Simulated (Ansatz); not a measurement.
## Be2Si (model cell, started as cuprite): relaxing the cell for a phonon run

Wanted: the relaxed cell of Be2Si (model cell, started as cuprite).

Program: Ansatz 0.2.0. Level of theory: DFT PBEsol, scalar-relativistic, plane waves, PAW. Results are calculated unless marked as measured.

The structure was built from a prototype and need not be the compound's stable phase.

## Step 1: The structure

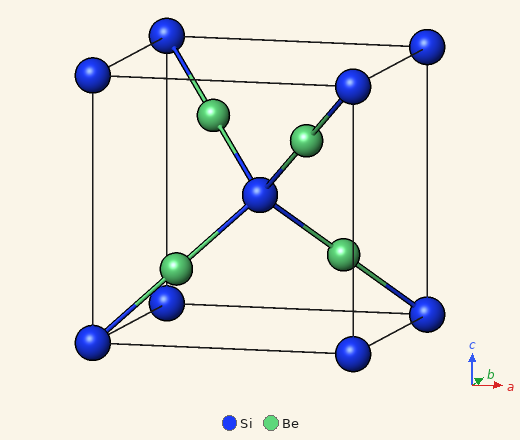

Start, viewed slightly off an axis; silicon blue, beryllium green. Bonds to atoms that aren't drawn are left out. Some periodic images of atoms are drawn too.

## Step 2: A coarse first look

First a cheap look: the gap decides the mesh and the occupations, the pressure tells how far the cell has to move.

input.yaml reads:

```yaml
crystal:
  lattice:
    - [4.87746, 0.0, 0.0]
    - [0.0, 4.87746, 0.0]
    - [0.0, 0.0, 4.87746]
  atoms:
    - { symbol: Si, position: [0.0, 0.0, 0.0] }
    - { symbol: Si, position: [0.5, 0.5, 0.5] }
    - { symbol: Be, position: [0.25, 0.25, 0.25] }
    - { symbol: Be, position: [0.75, 0.75, 0.25] }
    - { symbol: Be, position: [0.75, 0.25, 0.75] }
    - { symbol: Be, position: [0.25, 0.75, 0.75] }
kpoints:
  mp_grid: { grid: [4, 4, 4] }
hamiltonian:
  xc: pbesol
scf:
  occupations: { method: gaussian, width: 0.1 }
output:
  forces: true
  stress: true
  eigenvalues: true
```

Started as:

```console
> ansatz run input.yaml --threads 8 --pin off --max-ram 14336MiB --backend cpu --events-out ev --progress --plain --runs-dir out
```

Numbers of over 12 decimals in the logs are rounded to 6 here.

Log:

```text
Engine: ansatz 0.2.0, aarch64-unknown-linux-gnu
Pseudopotentials: kind: paw
Pseudopotential: Si, paw, valence charge 4, recommended cutoff 420 eV (normal), Si.paw.azcp
Pseudopotential: Be, paw, valence charge 2, recommended cutoff 420 eV (normal), Be.paw.azcp
Functional definition: PBEsol
  exchange = pbesol_x
  correlation = pbesol_c
Crystal: 6 atoms, lattice volume = 116.033 Å³
[...]
k-point 0: bands = [... 4 lower, 0.3588, 1.8894, 1.8894, 1.8894, 2.1501, 2.1501, 5.5451, 6.8739, ... 2 higher]
  k-point 1: bands = [... 4 lower, 0.5639, 0.9486, 1.7014, 1.7014, 2.5186, 3.8557, 5.3472, 6.1812, ... 2 higher]
  k-point 2: bands = [... 4 lower, 0.9687, 0.9687, 1.2922, 1.2922, 3.6105, 3.6105, 6.1327, 6.1327, ... 2 higher]
  k-point 9: bands = [... 4 lower, -0.4283, -0.2997, -0.2997, -0.2997, 5.2133, 5.2133, 5.2133, 7.7899, ... 2 higher]
[key lines of the parts left out:]
SCF converged after 6 iterations
Free energy (F): -1598.202729 eV
Fermi energy:    2.030861 eV
P = ⅓ Tr σ = 1.6421 GPa (16.421 kbar)
```

Wall time 0.81 s (8 threads of Arm Neoverse V2, shared host); peak memory 0.38 GiB.

A gap read on the k-mesh alone can miss the band edges.

This step gave:

```
pressure           : 1.642 GPa
volume per atom    : 19.34 Å³
gap on the k-mesh  : 0.2607 eV
direct gap on mesh : 0.2607 eV
```

The coarse mesh shows a gap of 0.26 eV and a pressure of 1.6 GPa.

## Step 3: Bringing the structure to rest

The cell and atoms are relaxed, since residual forces and stress would shift the frequencies.

input.yaml, the sections that differ from step 2:

```yaml
kpoints:
  mp_grid: { grid: [6, 6, 6] }
scf:
  occupations: { method: gaussian, width: 0.01 }
relax:
  adjacent_minimum: "off"
  f_tol: 0.005
  max_steps: 80
  cell: { stress_tol: 0.05 }
# crystal, hamiltonian, output: as in step 2
```

Log:

```text
[...]
Crystal: 6 atoms, lattice volume = 116.033 Å³
Basis set: ecut = 420 eV, 2301 PW (Γ), exchange–correlation on 72×72×72 points (8 copies of the dense FFT grid, shifted against one another)
Bands: 14, of which v1, the nominal top of the filled ones, is band 8 counted from 1 (7 counted from 0)
Symmetry: 48 space group operations
[...]
k-points: 20 of 216
[...]
SCF iter   1: F=—  HF=-1598.222640 eV  |F-HF|=—  |Δ(HF+E_count)|=         —  Δρ=3.48e-3  dr2=2.61e-2  ethr=1.77e-3  ⟨swp⟩=7.0  Hψ=2095  notcnv=0
[...]
SCF iter   6: F=-1598.215587 eV  HF=-1598.215587 eV  |F-HF|=8.30e-11  |Δ(HF+E_count)|=   1.64e-8  Δρ=4.91e-7  dr2=2.90e-10  ethr=3.24e-10  ⟨swp⟩=2.2  Hψ=928  notcnv=0
SCF 1 converged in 6 iterations: F = -1598.215587 eV  dr2 = 2.90e-10
[...]
relax step   1: F+E_penalty+E_count = -1598.21558690 eV  Δ(F+E_penalty+E_count) = +0.000e0 eV  max|allowed force component| = 6.553e-18 eV/Å  Δτ_max = 0.0000 Å  P = +1.577 GPa  Ω = 116.033 Å³  (6 SCF iters, dr2 threshold 1.00e-7 eV, accepted)
Crystal: 6 atoms, lattice volume = 118.297 Å³
Basis set: ecut = 420 eV, 2325 PW (Γ), exchange–correlation on 72×72×72 points (8 copies of the dense FFT grid, shifted against one another)
[...]
iter 1 solved again at ethr=1.57e-5 eV; its pass at ethr=3.10e-3 eV (dr2=2.51e-3 eV) is discarded
[...]
SCF iter   5: F=-1598.229938 eV  HF=-1598.229938 eV  |F-HF|=5.25e-10  |Δ(HF+E_count)|=   9.51e-8  Δρ=1.96e-6  dr2=3.74e-9  ethr=1.83e-9  ⟨swp⟩=2.0  Hψ=957  notcnv=0
SCF 2 converged in 5 iterations: F = -1598.229938 eV  dr2 = 3.74e-9
[...]
relax step   2: F+E_penalty+E_count = -1598.22993834 eV  Δ(F+E_penalty+E_count) = -1.435e-2 eV  max|allowed force component| = 5.532e-17 eV/Å  Δτ_max = 0.0000 Å  P = +0.503 GPa  Ω = 118.297 Å³  energy of the carried Pulay correction = -2.434e-4 eV  (5 SCF iters, dr2 threshold 6.00e-7 eV, accepted)
Crystal: 6 atoms, lattice volume = 119.390 Å³
[...]
SCF iter   4: F=-1598.231588 eV  HF=-1598.231588 eV  |F-HF|=1.39e-8  |Δ(HF+E_count)|=   7.33e-7  Δρ=5.76e-6  dr2=6.02e-8  ethr=3.75e-9  ⟨swp⟩=5.0  Hψ=1299  notcnv=0
SCF 3 converged in 4 iterations: F = -1598.231588 eV  dr2 = 6.02e-8
[...]
relax step   3: F+E_penalty+E_count = -1598.23158791 eV  Δ(F+E_penalty+E_count) = -1.650e-3 eV  max|allowed force component| = 2.756e-17 eV/Å  Δτ_max = 0.0000 Å  P = +0.018 GPa  Ω = 119.390 Å³  energy of the carried Pulay correction = -3.591e-4 eV  (4 SCF iters, dr2 threshold 6.00e-7 eV, accepted)
[...]
SCF iter   1: F=—  HF=-1598.232308 eV  |F-HF|=—  |Δ(HF+E_count)|=         —  Δρ=1.73e-5  dr2=7.56e-8  ethr=6.58e-7  ⟨swp⟩=3.0  Hψ=2853  notcnv=0
eigensolver tolerance schedule: the retry pair's looser diagonalisation over-reported the residual by 1391.26 of it (diagonalisation noise at 0.42 of the residual, at the tolerance the schedule requests for it); recorded, not acted on — ethr = c·dr2/N_el stays at c = 1.0e-1
[...]
SCF iter   2: F=—  HF=-1598.232029 eV  |F-HF|=—  |Δ(HF+E_count)|=   2.79e-4  Δρ=9.36e-6  dr2=2.71e-8  ethr=4.73e-10  ⟨swp⟩=2.3  Hψ=447  notcnv=0
[...]
SCF iter   5: F=-1598.232029 eV  HF=-1598.232029 eV  |F-HF|=4.55e-13  |Δ(HF+E_count)|=  1.16e-10  Δρ=3.41e-8  dr2=2.71e-13  ethr=1.00e-12  ⟨swp⟩=4.1  Hψ=870  notcnv=0
SCF 4 converged in 5 iterations: F = -1598.232029 eV  dr2 = 2.71e-13
relax step   4: F+E_penalty+E_count = -1598.23202874 eV  Δ(F+E_penalty+E_count) = -4.408e-4 eV  max|allowed force component| = 2.833e-17 eV/Å  Δτ_max = 0.0000 Å  P = +0.024 GPa  Ω = 119.390 Å³  stress off target by 2.40e-2 GPa  SCF on the basis re-selected at this cell (its energy is not comparable with the rows above)  (5 SCF iters)
basis re-selected at this cell: Δ(F+E_penalty+E_count) = -4.408e-4 eV, ΔP = +0.006 GPa vs the last step (what re-selecting the basis moved, of the pressure what is left beyond the Pulay correction that the steps carried, after the strain that the cell walked since its last selection, with what the two solves' SCF thresholds leave and, on support functions, any second-order correction that the steps lacked; it is no m [...]
SCF converged after 5 iterations
Free energy (F): -1598.232029 eV
[...]
Internal energy: -1598.232029 eV  (E = F + TS)
E sigma→0 (E₀):  -1598.232029 eV
Fermi energy:    1.881810 eV
[...]
--- Stress (GPa, compression-positive) ---
        0.024025       0.000000      -0.000000
        0.000000       0.024025      -0.000000
       -0.000000      -0.000000       0.024025
  P = ⅓ Tr σ = 0.0240 GPa (0.240 kbar)
--- Band table (eV; the first three rows and the last of 20) ---
  k-point 0: bands = [... 4 lower, 0.1964, 1.7218, 1.7218, 1.7218, 2.0417, 2.0417, 5.2218, 6.6487, ... 2 higher]
  k-point 1: bands = [... 4 lower, 0.2874, 1.2279, 1.6405, 1.6405, 2.2023, 2.9229, 5.7876, 5.8110, ... 2 higher]
  k-point 2: bands = [... 4 lower, 0.5371, 0.5371, 1.3950, 1.3950, 2.6818, 4.4794, 4.5464, 5.8729, ... 2 higher]
  k-point 19: bands = [... 4 lower, -0.5691, -0.3855, -0.3855, -0.3855, 5.0025, 5.0025, 5.0025, 7.5452, ... 2 higher]
--- Relaxed structure (3 steps of the walk, 3 accepted, 1 SCFs on fresh bases) ---
  F+E_penalty+E_count = -1598.23202874 eV   max|allowed force component| = 2.833e-17 eV/Å   (the final SCF, on the basis selected at the relaxed cell)
  cell:  # Å, volume = 119.3896 Å³
    - [4.924047, 0, 0]
    - [0, 4.924047, 0.0]
    - [0, 0.0, 4.924047]
  atoms:
    - { symbol: Si, position: [0, 0, 0] }
    - { symbol: Si, position: [0.5, 0.5, 0.5] }
    - { symbol: Be, position: [0.25, 0.25, 0.25] }
    - { symbol: Be, position: [0.75, 0.75, 0.25] }
    - { symbol: Be, position: [0.75, 0.25, 0.75] }
    - { symbol: Be, position: [0.25, 0.75, 0.75] }
```

Elapsed: 1.5 s, on 8 threads; peak memory 0.47 GiB; 9.1 s of CPU time.

The steps of the relaxation:

```csv
step,energy less that of the first step (eV),largest force component (eV/Å),pressure (GPa),volume (Å³)
1,0.0000,0.0000,1.58,116.03
2,-0.0144,0.0000,0.50,118.30
3,-0.0160,0.0000,0.02,119.39
4*,-0.0164,0.0000,0.02,119.39
```

Relaxation steps marked * repeat the geometry before them on a plane-wave basis chosen anew for their cell, so energy and pressure can jump there.

The run keeps the 48 symmetry operations that it works with, so distortions that break them were not tested.

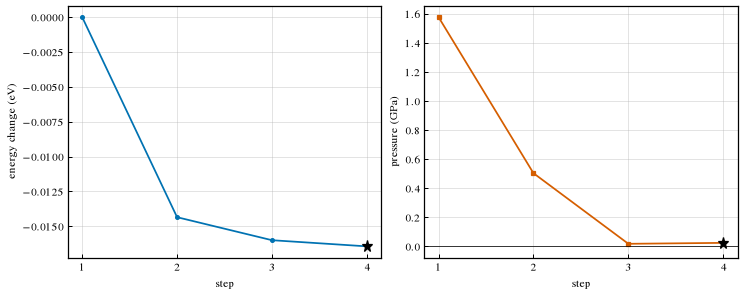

Energy and pressure along the relaxation. Stars mark steps on a basis chosen anew.

```csv
"conventional cell, symmetrised",before,after,change
a (Å),4.877,4.924,+1.0 %
b (Å),4.877,4.924,+1.0 %
c (Å),4.877,4.924,+1.0 %
volume (Å³/atom),19.34,19.90,+2.9 %
```

The relaxed structure:

```xyz
6
Lattice="4.9240 0.0000 0.0000 0.0000 4.9240 0.0000 0.0000 0.0000 4.9240" Properties=species:S:1:pos:R:3 pbc="T T T"
Si    0.0000    0.0000    0.0000
Si    2.4620    2.4620    2.4620
Be    1.2310    1.2310    1.2310
Be    3.6930    3.6930    1.2310
Be    3.6930    1.2310    3.6930
Be    1.2310    3.6930    3.6930
```

Numbers from this step:

```
pressure           : 0.02403 GPa
gap on the k-mesh  : 0.3199 eV
volume per atom    : 19.90 Å³
direct gap on mesh : 0.3199 eV
```

In this step the volume went from 19.34 to 19.90 Å³/atom.

## Step 4: Relaxing to small forces for the phonons

Phonons need a cell at rest on their own settings, so the relaxation is repeated with tight tolerances on forces and stress on the k mesh and occupations of the first response run.

input.yaml: that of step 3 with these lines changed.

```diff
@@ -2,5 +2,5 @@
   lattice:
-    - [4.87746, 0.0, 0.0]
-    - [0.0, 4.87746, 0.0]
-    - [0.0, 0.0, 4.87746]
+    - [4.924046699, 0.0, 0.0]
+    - [0.0, 4.924046699, 0.0]
+    - [0.0, 0.0, 4.924046699]
   atoms:
@@ -17,3 +17,3 @@
 scf:
-  occupations: { method: gaussian, width: 0.01 }
+  occupations: { method: fixed }
 output:
@@ -24,4 +24,4 @@
   adjacent_minimum: "off"
-  f_tol: 0.005
-  max_steps: 80
-  cell: { stress_tol: 0.05 }
+  f_tol: 0.001
+  max_steps: 60
+  cell: { stress_tol: 0.01 }
```

Log:

```text
[...]
Crystal: 6 atoms, lattice volume = 119.390 Å³
Basis set: ecut = 420 eV, 2325 PW (Γ), exchange–correlation on 72×72×72 points (8 copies of the dense FFT grid, shifted against one another)
Bands: 14, of which v1, the nominal top of the filled ones, is band 8 counted from 1 (7 counted from 0)
[... 1 set-up line as in the run before ...]
[...]
k-points: 20 of 216
[...]
cell:  # Å, volume = 119.4279 Å³
    - [4.924574, 0.0, 0]
    - [0.0, 4.924574, 0.0]
    - [0, 0.0, 4.924574]
  atoms:
    - { symbol: Si, position: [0, 0, 0] }
    - { symbol: Si, position: [0.5, 0.5, 0.5] }
    - { symbol: Be, position: [0.25, 0.25, 0.25] }
    - { symbol: Be, position: [0.750000, 0.750000, 0.25] }
    - { symbol: Be, position: [0.750000, 0.25, 0.750000] }
    - { symbol: Be, position: [0.25, 0.750000, 0.750000] }
[key lines of the parts left out:]
SCF converged after 6 iterations
Free energy (F): -1598.232029 eV
Fermi energy:    1.719951 eV
P = ⅓ Tr σ = 0.0074 GPa (0.074 kbar)
```

Elapsed: 1.2 s, on 8 threads; peak memory 0.46 GiB.

Little changed from the start: no atom moved by 0.005 Å and no cell edge by 0.1 %.

Numbers from this step:

| Item | Value |
| --- | --- |
| pressure | 0.007399 GPa |
| gap on the k-mesh | 0.3206 eV |
| direct gap on mesh | 0.3206 eV |

The forces vanish by symmetry and the pressure is 0.007 GPa, within the tolerances set. The cell now holds 19.90 Å³/atom.

## Step 5: What came out

- space group after relaxation (within 0.01 Å): Pn-3m
- lattice constant a: 4.925 Å
- lattice constant b: 4.925 Å
- lattice constant c: 4.925 Å
- volume per atom: 19.9 Å³
- gap on the k-mesh: 0.321 eV

In words: The forces vanish by symmetry and the pressure is 0.007 GPa, within the tolerances set. The cell now holds 19.90 Å³/atom. The relaxation keeps the symmetry of its start, so it says nothing on stability against lower symmetry. The starting cell was built on a prototype and not taken from a measurement, so the phase need not exist.

[Logs are printed without paths, hosts, clocks, repeated set-up lines and the standing remarks that a program may print on its own settings, such as how far it seeks lower states.]

[Hosts, paths, dates, database ids (printed as entryN), source tags and the programs' standing remarks are cut or masked in the printed files.]
